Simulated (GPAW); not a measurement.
## bcc Fe15Si1: moments or none

Wanted: the moments of bcc Fe15Si1 and the energy gained by spin polarisation.

Calculated with GPAW 26.7.0; PBE; plane waves with GPAW's PAW setups, scalar-relativistic.

### 1. The structure

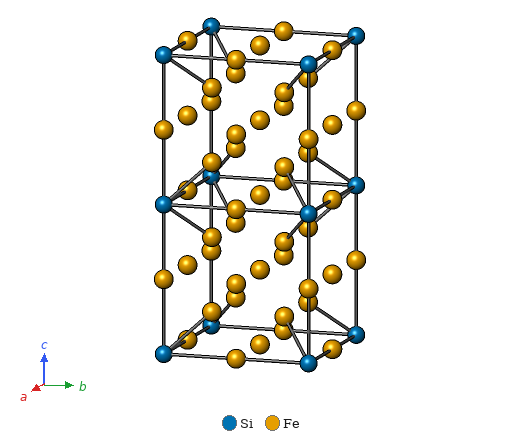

Start, viewed slightly off an axis; silicon blue, iron orange. 1×1×2 cells are drawn. Some periodic images of atoms are drawn too.

The cell is a made-up one and need not be a known phase.

### 2. Run 1 (ferro +++++++++++++++)

The parallel start comes first: it fits the smallest cell, keeps the most symmetry and shows whether parallel moments form.

The input, order1.py:

```python
import json
import numpy as np
from ase import Atoms
from ase.parallel import paropen, parprint
from gpaw import GPAW

atoms = Atoms(['Si', 'Fe', 'Fe', 'Fe', 'Fe', 'Fe', 'Fe', 'Fe', 'Fe', 'Fe', 'Fe', 'Fe', 'Fe', 'Fe', 'Fe', 'Fe'],
    cell=[[5.7175, 0.0, 0.0],
         [0.0, 5.7175, 0.0],
         [0.0, 0.0, 5.7175]],
    scaled_positions=[[0.0, 0.0, 0.0],
         [0.25, 0.25, 0.25],
         [0.0, 0.0, 0.5],
         [0.25, 0.25, 0.75],
         [0.0, 0.5, 0.0],
         [0.25, 0.75, 0.25],
         [0.0, 0.5, 0.5],
         [0.25, 0.75, 0.75],
         [0.5, 0.0, 0.0],
         [0.75, 0.25, 0.25],
         [0.5, 0.0, 0.5],
         [0.75, 0.25, 0.75],
         [0.5, 0.5, 0.0],
         [0.75, 0.75, 0.25],
         [0.5, 0.5, 0.5],
         [0.75, 0.75, 0.75]],
    pbc=True,
    magmoms=[0.0, 2.4, 2.4, 2.4, 2.4, 2.4, 2.4, 2.4, 2.4, 2.4, 2.4, 2.4, 2.4, 2.4, 2.4, 2.4])
atoms.calc = GPAW(mode={'name': 'pw', 'ecut': 450},
    xc='PBE',
    kpts={'size': (7, 7, 7), 'gamma': True},
    occupations={'name': 'fermi-dirac', 'width': 0.05},
    convergence={'density': 1e-05, 'energy': 1e-05},
    maxiter=200,
    mixer={'name': 'pulay', 'beta': 0.04, 'nmaxold': 8, 'weight': 100},
    symmetry={'tolerance': 1e-4},
    txt='order1.txt')
e = atoms.get_potential_energy(force_consistent=True)
res = {'free_energy': e, 'energy_sigma0': atoms.get_potential_energy(), 'fermi_energy': atoms.calc.get_fermi_level()}
res['moments'] = atoms.get_magnetic_moments().tolist()
res['total'] = atoms.get_magnetic_moment()
parprint('site moments (muB):', np.round(res['moments'], 3))
parprint(f"total moment: {res['total']:.3f} muB")
parprint(f'free energy: {e:.6f} eV')
atoms.calc.write('order1.gpw')
with paropen('results.json', 'w') as f:
    json.dump(res, f)
```

Started as:

```bash
$ OMP_NUM_THREADS=1 mpirun -n 4 gpaw python order1.py > order1.log
```

Numbers of over 12 decimals in the logs are rounded to 6 here.

The log of the run:

```text
site moments (muB): [-0.094  2.182  2.285  2.182  2.285  2.182  2.342  2.182  2.285  2.182
  2.342  2.182  2.342  2.182  2.441  2.182]
total moment: 33.098 muB
free energy: -141.328951 eV

--- order1.txt ---
Input parameters:
  mode=PW(ecut=450),
  convergence={'density': 1e-05, 'energy': 1e-05},
  kpts=MonkhorstPack(size=(7, 7, 7), gamma=True),
  maxiter=200,
  mixer=Pulay(name='pulay', nmaxold=8, beta=0.04, weight=100, sigma=0.015, g_ss=None),
  occupations=Occupations(name='fermi-dirac', width=0.05),
  symmetry=Symmetry(tolerance=0.0001),
  xc=XC(name='PBE')

Diagonalizing LCAO Hamiltonian
Converting LCAO to pw mode
     .-------------.
    /|             |
   / |             |
  /  | Fe     Fe   |
 *   |             |
 | FeFe   FeFe     |
 |   | Fe     Fe   |
 Fe  .--Fe---------.
 |  /Fe     Fe    /
 | Fe     Fe     /
 |/             /
 Si-----Fe-----*

Atoms  # Å, Bohr magnetons
|    | symbol |        x |        y |        z |    initial magnetic moments |
|----|--------|----------|----------|----------|-----------------------------|
|  0 |     Si | 0.000000 | 0.000000 | 0.000000 | ( 0.0000,  0.0000,  0.0000) |
|  1 |     Fe | 1.429375 | 1.429375 | 1.429375 | ( 0.0000,  0.0000,  2.4000) |
|  2 |     Fe | 0.000000 | 0.000000 | 2.858750 | ( 0.0000,  0.0000,  2.4000) |
|  3 |     Fe | 1.429375 | 1.429375 | 4.288125 | ( 0.0000,  0.0000,  2.4000) |
|  4 |     Fe | 0.000000 | 2.858750 | 0.000000 | ( 0.0000,  0.0000,  2.4000) |
|  5 |     Fe | 1.429375 | 4.288125 | 1.429375 | ( 0.0000,  0.0000,  2.4000) |
|  6 |     Fe | 0.000000 | 2.858750 | 2.858750 | ( 0.0000,  0.0000,  2.4000) |
|  7 |     Fe | 1.429375 | 4.288125 | 4.288125 | ( 0.0000,  0.0000,  2.4000) |
|  8 |     Fe | 2.858750 | 0.000000 | 0.000000 | ( 0.0000,  0.0000,  2.4000) |
|  9 |     Fe | 4.288125 | 1.429375 | 1.429375 | ( 0.0000,  0.0000,  2.4000) |
| 10 |     Fe | 2.858750 | 0.000000 | 2.858750 | ( 0.0000,  0.0000,  2.4000) |
| 11 |     Fe | 4.288125 | 1.429375 | 4.288125 | ( 0.0000,  0.0000,  2.4000) |
| 12 |     Fe | 2.858750 | 2.858750 | 0.000000 | ( 0.0000,  0.0000,  2.4000) |
| 13 |     Fe | 4.288125 | 4.288125 | 1.429375 | ( 0.0000,  0.0000,  2.4000) |
| 14 |     Fe | 2.858750 | 2.858750 | 2.858750 | ( 0.0000,  0.0000,  2.4000) |
| 15 |     Fe | 4.288125 | 4.288125 | 4.288125 | ( 0.0000,  0.0000,  2.4000) |

Unit cell  # Å
| periodic |        x |        y |        z |  lengths |    angles |
|----------|----------|----------|----------|----------|-----------|
|      yes | 5.717500 | 0.000000 | 0.000000 | 5.717500 | 90.000000 |
|      yes | 0.000000 | 5.717500 | 0.000000 | 5.717500 | 90.000000 |
|      yes | 0.000000 | 0.000000 | 5.717500 | 5.717500 | 90.000000 |

Number of symmetries: 48

BZ-sampling:
  Number of BZ points: 343
  Number of IBZ points: 20

  Monkhorst-Pack size: [7, 7, 7]
  Monkhorst-Pack shift: [0, 0, 0]

K-points  # in reciprocal-cell coordinates
|     |                                coordinates |     weight |
|-----|--------------------------------------------|------------|
|   0 | (  0.00000000,   0.00000000,   0.00000000) | 0.00291545 |
|   1 | (  0.14285714,   0.00000000,   0.00000000) | 0.01749271 |
|   2 | (  0.14285714,   0.14285714,   0.00000000) | 0.03498542 |
|   3 | (  0.14285714,   0.14285714,   0.14285714) | 0.02332362 |
|   4 | (  0.28571429,   0.00000000,   0.00000000) | 0.01749271 |
|   5 | (  0.28571429,   0.14285714,   0.00000000) | 0.06997085 |
|   6 | (  0.28571429,   0.14285714,   0.14285714) | 0.06997085 |
|   7 | (  0.28571429,   0.28571429,   0.00000000) | 0.03498542 |
|   8 | (  0.28571429,   0.28571429,   0.14285714) | 0.06997085 |
|   9 | (  0.28571429,   0.28571429,   0.28571429) | 0.02332362 |
| ... |                                            |            |
|  19 | (  0.42857143,   0.42857143,   0.42857143) | 0.02332362 |

Plane wave coefficients: 4068
Cutoff: 450.000000 eV

Spin-components: 2 (collinear spins)
Bands:           100
Projectors:      95
Spin-degeneracy: 1
Datatype:        complex128

Parallelization:
  kpt:    4
  domain: 1
  band:   1

Density:
  Valence electrons: 124.0
  Components: 2
  Grid points: [28 28 28]
  Charge: 0.0  # |e|

Potential:
  Grid points: [28 28 28]

species:
  Si:
    name:    Silicon
    Z:       14.0
    valence: 4
    core:    10
    charge:  0.0  # [|e|]
    compensation charges:
      type: gauss
      rc: 0.33  # [Å]
      lmax: 2
    cutoffs:
      filter: 1.86  # [Å]
      core: 2.06  # [Å]
    projectors
    | kind |    occ | energy [eV] | rcut [Å] |
    |------|--------|-------------|----------|
    |   3s |  2.000 |     -10.812 |    1.058 |
    |   3p |  2.000 |      -4.081 |    1.058 |
    |    s |        |      16.399 |    1.058 |
    |    p |        |      23.130 |    1.058 |
    |    d |        |       0.000 |    1.058 |

    Using partial waves for Si as LCAO basis

  Fe:
    name:    Iron
    Z:       26.0
    valence: 8
    core:    18
    charge:  0.0  # [|e|]
    compensation charges:
      type: gauss
      rc: 0.33  # [Å]
      lmax: 2
    cutoffs:
      filter: 2.06  # [Å]
      core: 2.67  # [Å]
    projectors
    | kind |    occ | energy [eV] | rcut [Å] |
    |------|--------|-------------|----------|
    |   4s |  2.000 |      -5.291 |    1.164 |
    |   4p |  0.000 |      -1.326 |    1.058 |
    |   3d |  6.000 |      -7.505 |    1.058 |
    |    s |        |      21.920 |    1.164 |
    |    p |        |      25.885 |    1.058 |
    |    d |        |      19.706 |    1.058 |

    Using partial waves for Fe as LCAO basis

Reference energy: -527178.163249  # eV

eigensolver:
  PPCG
  Converge bands: occupied
  niter=2

density mixing:
  Pulay-Mixer
  Linear mixing parameters: 0.04
  Old densities: 8
  Fourier metric: weight=100, sigma=0.015

occupation numbers:
  Fermi-Dirac:
    width: 0.0500  # eV

poisson solver:
  ecut: 3600.000000  # eV

xc functional:
  name: PBE with 2 nearest neighbor stencil

convergence criteria:
- Maximum integral of absolute [dens]ity change: 1e-05 electrons / valence electron
- Maximum [total energy] change in last 3 cyles: 1e-05 eV / valence electron
- Maximum integral of absolute [eigenst]ate change: 4e-08 eV^2 / valence electron
maximum number of iterations: 200

SCF iterations
|iter     |      energy | eigst |  dens |  magmom |
|---------|-------------|-------|-------|---------|
|iter:   1|       0s | -139.594426 | +0.50 |       | +36.0652|
|iter:   2|       8s | -139.836022 | -1.10 | -1.09 | +35.9528|
|iter:   3|      17s | -139.798257 | -1.94 | -1.10 | +35.8343|
|iter:   4|      27s | -139.908195 | -1.74 | -1.13 | +35.2145|
|iter:   5|      35s | -139.988461 | -2.66 | -1.27 | +35.1496|
|iter:   6|      43s | -140.566949 | -2.38 | -1.28 | +34.5758|
|iter:   7|      51s | -140.933542 | -2.50 | -1.42 | +34.1613|
|iter:   8|      58s | -141.125091 | -2.73 | -1.57 | +33.7651|
|iter:   9|      66s | -141.244437 | -2.59 | -1.76 | +33.2928|
|iter:  10|      74s | -141.228193 | -3.46 | -2.10 | +33.3988|
[... 15 iterations left out ...]
|iter:  26|     192s | -141.263329c| -7.22 | -3.82 | +33.0922|
|iter:  27|     198s | -141.263328c| -7.45c| -4.02 | +33.0945|
|iter:  28|     202s | -141.263328c| -7.56c| -4.18 | +33.0960|
|iter:  29|     206s | -141.263327c| -7.66c| -4.33 | +33.0960|
|iter:  30|     209s | -141.263326c| -7.63c| -4.39 | +33.0966|
|iter:  31|     213s | -141.263326c| -7.99c| -4.51 | +33.0968|
|iter:  32|     217s | -141.263326c| -8.09c| -4.56 | +33.0969|
|iter:  33|     221s | -141.263325c| -8.08c| -4.59 | +33.0972|
|iter:  34|     225s | -141.263323c| -7.93c| -4.76 | +33.0979|
|iter:  35|     229s | -141.263323c| -8.19c| -5.08c| +33.0979|

Converged in 35 steps
Energy contributions relative to reference atoms: (reference = -527178.163249)

Energy contributions:
  Kinetic:         103.046010
  Coulomb:         -86.046889
  Zero:              2.423944
  External:          0.000000
  Xc:             -160.620761
  Entropy:          -0.131254
  Spinorbit:         0.000000
  ----------------------------
  Free energy:    -141.328951
  Extrapolated:   -141.263323

dipole moment: (-54.392993, -54.392993, -54.392993)  # |e|*Ang

Total magnetic moment: (0.000000, 0.000000, 33.097941)

Local magnetic moments
|        x |        y |         z |
|----------|----------|-----------|
| 0.000000 | 0.000000 | -0.093693 |  # Si   0
| 0.000000 | 0.000000 |  2.182484 |  # Fe   1
| 0.000000 | 0.000000 |  2.285328 |  # Fe   2
| 0.000000 | 0.000000 |  2.182484 |  # Fe   3
| 0.000000 | 0.000000 |  2.285328 |  # Fe   4
| 0.000000 | 0.000000 |  2.182484 |  # Fe   5
| 0.000000 | 0.000000 |  2.342110 |  # Fe   6
| 0.000000 | 0.000000 |  2.182484 |  # Fe   7
| 0.000000 | 0.000000 |  2.285328 |  # Fe   8
| 0.000000 | 0.000000 |  2.182484 |  # Fe   9
| 0.000000 | 0.000000 |  2.342110 |  # Fe  10
| 0.000000 | 0.000000 |  2.182484 |  # Fe  11
| 0.000000 | 0.000000 |  2.342110 |  # Fe  12
| 0.000000 | 0.000000 |  2.182484 |  # Fe  13
| 0.000000 | 0.000000 |  2.440516 |  # Fe  14
| 0.000000 | 0.000000 |  2.182484 |  # Fe  15

Fermi level: 9.914
Eigenvalues  # (at kpt = [0.000, 0.000, 0.000])
| band index |      eig [eV] | occ [0-1] |      eig [eV] | occ [0-1] |
|------------|---------------|-----------|---------------|-----------|
|          0 |        -0.039 |     1.000 |        -0.007 |     1.000 |
|        ... |               |           |               |           |
|         53 |         8.822 |     1.000 |        10.476 |     0.000 |
|         54 |         8.857 |     1.000 |        10.813 |     0.000 |
|         55 |         8.857 |     1.000 |        10.813 |     0.000 |
|         56 |         8.857 |     1.000 |        10.828 |     0.000 |
|         57 |         8.858 |     1.000 |        11.281 |     0.000 |
|         58 |         8.858 |     1.000 |        11.281 |     0.000 |
|         59 |         8.955 |     1.000 |        11.281 |     0.000 |
|         60 |         8.981 |     1.000 |        11.288 |     0.000 |
|         61 |         8.981 |     1.000 |        11.533 |     0.000 |
|         62 |         8.981 |     1.000 |        11.533 |     0.000 |
|         63 |         8.982 |     1.000 |        11.638 |     0.000 |
|         64 |         8.982 |     1.000 |        11.638 |     0.000 |
|         65 |         9.027 |     1.000 |        11.754 |     0.000 |
|         66 |         9.027 |     1.000 |        11.754 |     0.000 |
|         67 |         9.027 |     1.000 |        11.754 |     0.000 |
|        ... |               |           |               |           |
|         99 |        17.816 |     0.000 |        18.871 |     0.000 |

No gap
No difference between direct/indirect transitions
```

Run time: 4.2 min. Hardware: 4 MPI ranks of Intel Xeon at 2.70GHz, shared host; peak memory 1.3 GiB.

Spin moment in the augmentation sphere by atom:

```tsv
atom	spin moment in the augmentation sphere (μB)
Si1	-0.09
Fe2	2.18
Fe3	2.29
Fe4	2.18
Fe5	2.29
Fe6	2.18
Fe7	2.34
Fe8	2.18
Fe9	2.29
Fe10	2.18
Fe11	2.34
Fe12	2.18
Fe13	2.34
Fe14	2.18
Fe15	2.44
Fe16	2.18
```

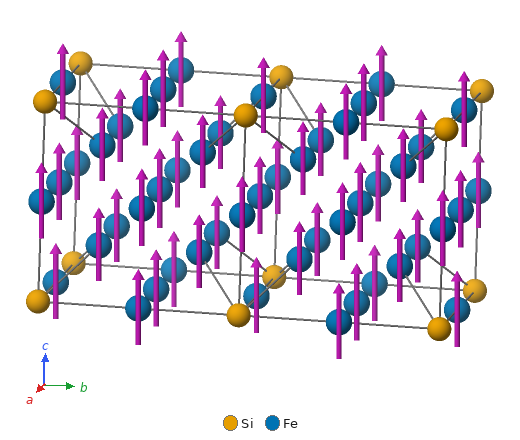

Spin moment in the augmentation sphere as arrows, the longest 2.44 μB. Up and down stand for the sign. Arrows give size and sign along the axis of quantisation, drawn up and down the page. 1×2×1 cells are drawn. Some periodic images of atoms are drawn too.

This step gave:

```
magnetization : 33.10 μB
final state   : ferromagnetic
```

After 35 cycles the largest moment stands at 2.44 μB.

(Continued in part 2 of 2.)

[Logs and program files are shortened in this print: banners, set-up blocks, solver, clock and traceback lines can be left out without a mark of their own.]

[Logs are printed without paths, hosts, clocks, repeated set-up lines and the standing remarks that a program may print on its own settings, such as how far it seeks lower states.]

[Hosts, paths, dates, database ids (printed as entryN), source tags and the programs' standing remarks are cut or masked in the printed files.]

[Where a cell is said to come from a database of computed structures, the database is the Materials Project.]
